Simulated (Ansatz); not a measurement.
# UCCSD(T)/def2-SVP run of C2H3ClNSi (SMILES C[Si](Cl)C#N)

Aim: the vertical ionisation energy of C2H3ClNSi at UCCSD(T)/def2-SVP, from 2 runs. 

The calculation is run with Ansatz 0.2.0.

107 further runs of the same task are left out: 107 set aside as unsound or not needed.

### Step 1. The structure to begin with

The species is C2H3ClNSi (8 atoms), meant as a doublet with charge 0. As SMILES, `C[Si](Cl)C#N`. Geometry: relaxed at PBE0-D4/def2-TZVP.

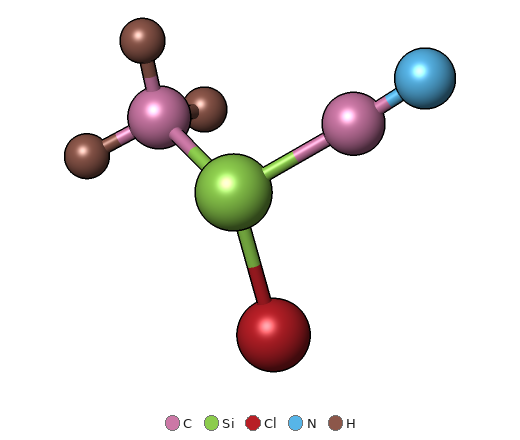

The structure, seen from a chosen angle (carbon pink, silicon green, chlorine red, nitrogen blue, hydrogen brown).

### Step 2. The energy at UCCSD(T)/def2-SVP

Input file run.yaml:

```yaml
crystal:
  periodic: [false, false, false]
  atoms:
    - {symbol: C, position_ang: [-0.710900, -0.544800, 0.782600]}
    - {symbol: Si, position_ang: [0.598800, 0.648200, 0.225400]}
    - {symbol: Cl, position_ang: [2.483200, -0.092800, 0.512800]}
    - {symbol: C, position_ang: [0.405700, 0.989300, -1.574400]}
    - {symbol: N, position_ang: [0.241700, 1.298400, -2.674300]}
    - {symbol: H, position_ang: [-0.600600, -1.491500, 0.246800]}
    - {symbol: H, position_ang: [-0.626000, -0.731800, 1.854000]}
    - {symbol: H, position_ang: [-1.699700, -0.132000, 0.571400]}
basis:
  gaussian: {orbitals: def2-SVP}
magnetization: {spin_polarized: true, initial_magnetization: 1}
correlation: {method: ccsd_t, frozen_orbitals: {C: 1, Cl: 5, H: 0, "N": 1, Si: 5}}
accuracy: high
scf: {omitted_lower_state_checks: [cluster_reference, increment]}
```

Launch:

```
$ ansatz run run.yaml --threads 1 --pin off --max-ram 3480MiB --events-out events.jsonl --progress --plain --runs-dir runs
```

Log, shortened:

```text
Warning: RAYON_NUM_THREADS=1 ignored (pool sized by the plan → 1); use --threads N
Functional definition: HF
  name "HF"
[...]
2038 factors; integrals over basis functions are off by at most 8.7e-9 eV
[...]
mean field -23947.46066456 eV, -880.0529472506 hartree, gradient 4.4e-8 eV, S^2 0.792245; 2 other end points of the search recorded, 0 dependent functions left out
13 core orbitals not correlated: weight in the atoms' cores, before any rotation towards them, 1.000 or more for the frozen orbitals, at most 0.000 for the correlated occupied ones
reference -23947.46066456 eV, -880.0529472506 hartree; 14, 13 occupied and 66, 67 virtual orbitals, 2038 factors
second order -16.89038613 eV of doubles, -0.00000000 eV of singles
cycle   1  -17.34932635 eV  change   -4.6e-1 eV  update   1.1e-1
[...]
cycle  24  -18.03142232 eV  change   5.3e-11 eV  update   1.6e-9
perturbative correction -0.62836259 eV, -0.0230918992 hartree
Total energy: -23966.12044946 eV, -880.7386816977 hartree
Checks for a lower state left out: cluster_reference, increment
```

Wall time 44 s (1 thread of Intel Xeon 6975P-C (Granite Rapids), shared host); peak memory 1.1 GiB.

### Step 3. The singlet cation at the same level

Input file run.yaml:

```yaml
crystal:
  periodic: [false, false, false]
  atoms:
    - {symbol: C, position_ang: [-0.710900, -0.544800, 0.782600]}
    - {symbol: Si, position_ang: [0.598800, 0.648200, 0.225400]}
    - {symbol: Cl, position_ang: [2.483200, -0.092800, 0.512800]}
    - {symbol: C, position_ang: [0.405700, 0.989300, -1.574400]}
    - {symbol: "N", position_ang: [0.241700, 1.298400, -2.674300]}
    - {symbol: H, position_ang: [-0.600600, -1.491500, 0.246800]}
    - {symbol: H, position_ang: [-0.626000, -0.731800, 1.854000]}
    - {symbol: H, position_ang: [-1.699700, -0.132000, 0.571400]}
basis:
  gaussian:
    orbitals: def2-SVP
total_charge: 1
correlation:
  method: ccsd_t
  frozen_orbitals: {C: 1, Cl: 5, H: 0, "N": 1, Si: 5}
accuracy: high
scf:
  omitted_lower_state_checks: [cluster_reference, increment]
```

Launch:

```
$ ansatz run run.yaml --threads 1 --pin off --max-ram 3480MiB --events-out events.jsonl --progress --plain --runs-dir runs
```

Log, shortened:

```text
Warning: RAYON_NUM_THREADS=1 ignored (pool sized by the plan → 1); use --threads N
Functional definition: HF
  name "HF"
[...]
2037 factors; integrals over basis functions are off by at most 8.7e-9 eV
[...]
mean field -23938.62583248 eV, -879.7282731603 hartree, gradient 2.1e-8 eV, S^2 0.000000; 0 other end points of the search recorded, 0 dependent functions left out; unrestricted orbitals would lower it
13 core orbitals not correlated: weight in the atoms' cores, before any rotation towards them, 1.000 or more for the frozen orbitals, at most 0.000 for the correlated occupied ones
reference -23938.62583248 eV, -879.7282731603 hartree; 13, 13 occupied and 67, 67 virtual orbitals, 2037 factors
second order -17.19852594 eV of doubles, -0.00000000 eV of singles
cycle   1  -17.47331887 eV  change   -2.7e-1 eV  update   1.2e-1
[...]
cycle  27  -18.17891578 eV  change    2.1e-9 eV  update   2.3e-9
perturbative correction -0.72361575 eV, -0.0265923885 hartree
Total energy: -23957.52836401 eV, -880.4229283815 hartree
Checks for a lower state left out: cluster_reference, increment
```

Wall time 14 s (1 thread of Intel Xeon 6975P-C (Granite Rapids), shared host); peak memory 0.56 GiB.

### Step 4. What came out

At UCCSD(T)/def2-SVP, 13 core orbitals frozen:

| quantity | value |
| --- | --- |
| doublet C2H3ClNSi: total energy | -880.73868 Eh |
| doublet C2H3ClNSi: correlation energy (13 core orbitals frozen) | -685.7 mEh |
| doublet C2H3ClNSi: (T) correction | -23.09 mEh |
| doublet C2H3ClNSi: ⟨S²⟩ of the reference determinant | 0.792 |
| doublet C2H3ClNSi: T1 diagnostic | 0.019 |
| singlet cation: total energy | -880.42293 Eh |
| singlet cation: correlation energy (13 core orbitals frozen) | -694.7 mEh |
| singlet cation: (T) correction | -26.59 mEh |
| singlet cation: T1 diagnostic | 0.018 |
| vertical ionisation energy (to the singlet cation) | 8.592 eV |

Removing an electron at fixed nuclei costs 8.59 eV (198 kcal/mol). Only the singlet of the ionised species was computed; a triplet could lie lower. The triples (doublet C2H3ClNSi) make up 3.4 % of the correlation energy. The restricted solution (singlet cation) is unstable to spin breaking: an unrestricted one lies lower. The triples (singlet cation) make up 3.8 % of the correlation energy.
